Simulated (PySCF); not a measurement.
# [PO2]+ (SMILES O=[P+]=O): B3LYP/STO-6G

What is the vertical ionisation energy of [PO2]+ at B3LYP/STO-6G? Input form: a Python script.

Program for the calculation: PySCF 2.14.0.

10 further runs of the same task are left out: 1 that didn't finish, 9 set aside as unsound or not needed.

## Step 1: The structure to begin with

[PO2]+: 3 atoms, total charge +1, spin state singlet. As SMILES, `O=[P+]=O`. The coordinates come from a GFN2-xTB relaxation.

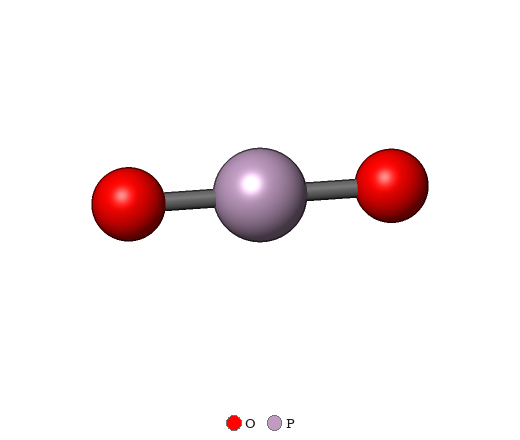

The structure, seen from a chosen angle (oxygen red, phosphorus pink).

## Step 2: The energy at B3LYP/STO-6G

File run.py:

```python
from pyscf import gto, dft

mol = gto.Mole()
mol.atom = 'O 0.792290 1.025900 0.548180; P 0.000230 -0.000210 0.000340; O -0.792520 -1.025690 -0.548520'
mol.basis = 'sto-6g'
mol.max_memory = 1860
mol.verbose = 3
mol.charge = 1
mol.build()

myscf = dft.RKS(mol, xc='b3lyp')
myscf.grids.level = 5
myscf.conv_tol = 1e-10
myscf.kernel()
if not myscf.converged:
    myscf = myscf.newton().run(myscf.mo_coeff, myscf.mo_occ)

etot = myscf.e_tot
print('E = %.10f Eh' % etot)
```

Started as:

```
$ OMP_NUM_THREADS=1 python run.py
```

The program printed:

```text
converged SCF energy = -489.483516215737
E = -489.4835162157 Eh
```

It took 2.5 s on 1 thread of Arm Neoverse V2, shared host; peak memory 0.19 GiB.

## Step 3: Doublet [PO2]2+ at the same level

File input.xyz:

```xyz
3
O2P
O      0.792290     1.025900     0.548180
P      0.000230    -0.000210     0.000340
O     -0.792520    -1.025690    -0.548520
```

File run.py:

```python
from pyscf import gto, dft

molecule = gto.Mole()
molecule.atom = 'input.xyz'
molecule.verbose = 4
molecule.basis = 'sto-6g'
molecule.spin = 1
molecule.max_memory = 1860
molecule.charge = 2
molecule.build()

myscf = dft.UKS(molecule)
myscf.xc = 'b3lyp'
myscf.grids.level = 5
myscf.conv_tol = 1e-10
myscf.kernel()
if not myscf.converged:
    myscf = myscf.newton().run(myscf.mo_coeff, myscf.mo_occ)

energy = myscf.e_tot
print(f'total energy: {energy:.8f} hartree')
```

Started as:

```
$ OMP_NUM_THREADS=1 python run.py
```

The program printed:

```text
PySCF version 2.14.0

[INPUT] num. atoms = 3
[INPUT] num. electrons = 29
[INPUT] charge = 2
[INPUT] spin (= nelec alpha-beta = 2S) = 1
[INPUT] symmetry False subgroup None
[INPUT] Mole.unit = angstrom
[INPUT] Symbol           X                Y                Z      unit          X                Y                Z       unit  Magmom
[INPUT]  1 O      0.792290000000   1.025900000000   0.548180000000 AA    1.497211111232   1.938670031191   1.035910066964 Bohr   0.0
[INPUT]  2 P      0.000230000000  -0.000210000000   0.000340000000 AA    0.000434637009  -0.000396842486   0.000642506882 Bohr   0.0
[INPUT]  3 O     -0.792520000000  -1.025690000000  -0.548520000000 AA   -1.497645748240  -1.938273188705  -1.036552573846 Bohr   0.0

nuclear repulsion = 102.269077003964
number of shells = 11
number of NR pGTOs = 114
number of NR cGTOs = 19
basis = sto-6g
ecp = {}

******** <class 'pyscf.dft.uks.UKS'> ********
method = UKS
initial guess = minao
damping factor = 0
level_shift factor = 0
DIIS = <class 'pyscf.scf.diis.CDIIS'>
diis_start_cycle = 1
diis_space = 8
diis_damp = 0
SCF conv_tol = 1e-10
SCF conv_tol_grad = None
SCF max_cycles = 50
direct_scf = True
direct_scf_tol = 1e-13
number electrons alpha = 15  beta = 14
XC library pyscf.dft.libxc version 7.0.0
    S. Lehtola, C. Steigemann, M. J.T. Oliveira, and M. A.L. Marques.,  SoftwareX 7, 1–5 (2018)
XC functionals = b3lyp
    P. J. Stephens, F. J. Devlin, C. F. Chabalowski, and M. J. Frisch.,  J. Phys. Chem. 98, 11623 (1994)
radial grids:
    Treutler-Ahlrichs [JCP 102, 346 (1995); DOI:10.1063/1.469408] (M4) radial grids

becke partition: Becke, JCP 88, 2547 (1988); DOI:10.1063/1.454033
pruning grids: <function nwchem_prune>
grids dens level: 5
symmetrized grids: False
atomic radii adjust function: <function treutler_atomic_radii_adjust>
small_rho_cutoff = 0
Set gradient conv threshold to 1e-05
tot grids = 129544
init E= -490.5233158302
[... the frontier-level lines of each cycle are left out ...]



cycle= 1 E= -488.503024097916  delta_E= 2.02  |g|= 0.552  |ddm|=  2.2
cycle= 2 E= -488.00686805858  delta_E= 0.496  |g|= 0.992  |ddm|= 2.42
cycle= 3 E= -488.753231828462  delta_E= -0.746  |g|= 0.0255  |ddm|= 1.54
cycle= 4 E= -488.753160914556  delta_E= 7.09e-05  |g|= 0.0451  |ddm|= 0.0862
cycle= 5 E= -488.754288727391  delta_E= -0.00113  |g|= 0.0148  |ddm|= 0.0612
cycle= 6 E= -488.754540683621  delta_E= -0.000252  |g|= 0.0018  |ddm|= 0.0385
cycle= 7 E= -488.754550014486  delta_E= -9.33e-06  |g|= 0.000313  |ddm|= 0.0108
cycle= 8 E= -488.754550319079  delta_E= -3.05e-07  |g|= 2.76e-05  |ddm|= 0.0022
cycle= 9 E= -488.754550320975  delta_E= -1.9e-09  |g|= 6.76e-06  |ddm|= 0.000131
cycle= 10 E= -488.754550321036  delta_E= -6.13e-11  |g|= 2.02e-06  |ddm|= 1.86e-05
Extra cycle  E= -488.754550321021  delta_E= 1.51e-11  |g|= 6.08e-06  |ddm|= 1.02e-05
converged SCF energy = -488.754550321021  <S^2> = 0.81118815  2S+1 = 2.0602797
total energy: -488.75455032 hartree
```

Wall time 4.5 s (1 thread of Arm Neoverse V2, shared host); peak memory 0.2 GiB.

## Step 4: Results

At B3LYP/STO-6G:

```
                                            quantity          value
                        singlet [PO2]+: total energy  -489.48352 Eh
                         singlet [PO2]+: HOMO energy      -15.80 eV
                         singlet [PO2]+: LUMO energy       -9.44 eV
                       singlet [PO2]+: HOMO–LUMO gap        6.36 eV
                       doublet [PO2]2+: total energy  -488.75455 Eh
 doublet [PO2]2+: HOMO energy (highest over α and β)      -26.81 eV
  doublet [PO2]2+: LUMO energy (lowest over α and β)      -23.80 eV
                               doublet [PO2]2+: ⟨S²⟩          0.811
vertical ionisation energy (to the doublet dication)      19.836 eV
```

In words: The vertical ionisation energy comes to 19.84 eV (457 kcal/mol). −ε(HOMO) before ionisation, 15.80 eV, is 4.04 eV below this ionisation energy. In a minimal basis such a difference can be off by several eV, whatever the method. Mulliken charges (doublet [PO2]2+) run from +0.11 on O1 to +1.77 on P2; they depend strongly on the basis.
